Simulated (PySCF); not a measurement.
# C3H6O2Si: the cost of one run

Programs: PySCF 2.14.0, with density-fitted response routines of our own. Each step states its level of theory. These are calculated values for one molecule in the gas phase, unless marked as measured. Atoms are numbered from 0 throughout.

**1. The molecule as given**

12 atoms, charge 0, multiplicity 1; geometry from: GFN2-xTB.

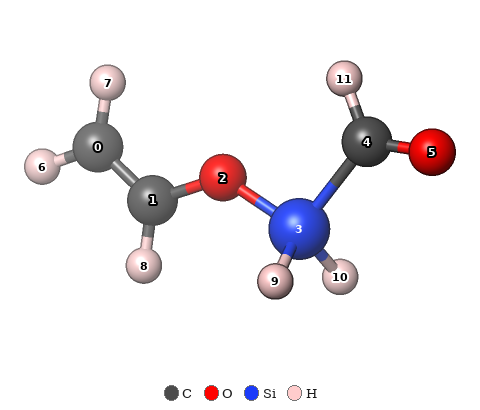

The starting geometry (carbon dark grey, oxygen red, silicon blue, hydrogen pink), atoms numbered.

**2. Ultraviolet spectrum: CAM-B3LYP/def2-SVPD**

The job: settings as JSON, then the geometry in Å.

```
{"job": {"kind": "uv", "xc": "CAM-B3LYP", "basis": "def2-SVPD", "nstates": 8, "ntriplets": 3}, "charge": 0, "multiplicity": 1}
C     -2.577695     0.143305    -0.023988
C     -1.451774    -0.546521    -0.050374
O     -0.240506     0.052606    -0.032839
Si     1.272942    -0.534116    -0.055736
C      2.263231     1.098400    -0.005269
O      3.466170     1.139815    -0.007732
H     -3.529204    -0.352662    -0.037086
H     -2.572237     1.218040     0.012978
H     -1.435594    -1.628967    -0.086330
H      1.561969    -1.359371     1.117128
H      1.555473    -1.281218    -1.281278
H      1.688424     2.050004     0.027738
```

Level: TDDFT CAM-B3LYP/def2-SVPD, vertical, gas phase, core orbitals frozen in the response.

Started as:

```bash
> OMP_NUM_THREADS=1 python probes_run.py task.json out
```

The driver reads the jobs from task.json and runs them one after another.

Q: Estimate the wall time and peak memory of this first job on 1 thread of Arm Neoverse V1, shared host.

About 30 s, with a peak of 0.75 GiB.
